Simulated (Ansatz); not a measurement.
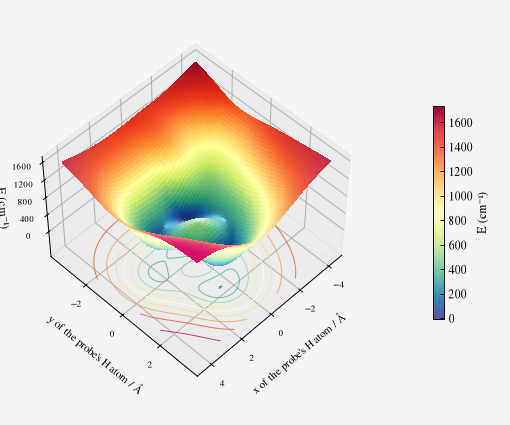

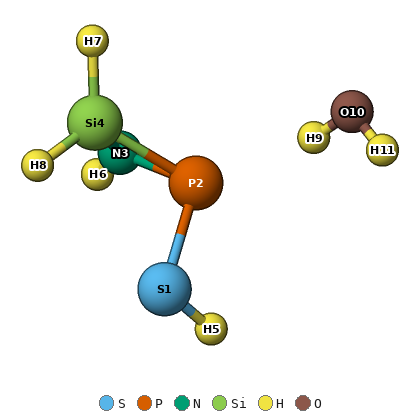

Energy landscape of H₄NPSSi (SMILES SP1N[SiH2]1) with the probe H2O. The probe is moved over a plane parallel to the molecule's main plane, 2.67 Å above it. The first coordinate is: x of the probe's H atom; the second: y of the probe's H atom. Nothing is relaxed (molecule and probe rigid, the probe upright with H nearest the plane). The scan uses a 21 × 17 grid. Energies are in cm⁻¹, from the lowest grid point. Level of theory: Ansatz 0.2.0, RKS SPW92 (LDA)/def2-SVPD.

The picture shows a relief with its contours projected below. Between grid points the surface is interpolated. The second picture is the structure at the lowest point.

Q: What does the map say about the system?

A: The lowest grid point is at x of the probe's H atom = 0.43 Å, y of the probe's H atom = 1.72 Å. There are further wells near x of the probe's H atom = 0.00 Å, y of the probe's H atom = −0.43 Å (48 cm⁻¹ above the lowest at that grid point); x of the probe's H atom = 2.15 Å, y of the probe's H atom = −0.43 Å (136 cm⁻¹ above the lowest at that grid point). The highest grid point, x of the probe's H atom = 4.30 Å, y of the probe's H atom = 3.44 Å, lies 1731 cm⁻¹ above the lowest. On the interpolated surface the easiest way out of the lowest well to the well at about x of the probe's H atom = −0.06 Å, y of the probe's H atom = −0.53 Å passes a barrier of about 270 cm⁻¹. Near the minimum the curvatures are about 0.063 and 0.22 eV/Å² along the soft and the stiff direction.

The whole map (357 points run) took 29 min on 1 thread of Arm Neoverse V2, on a shared host.
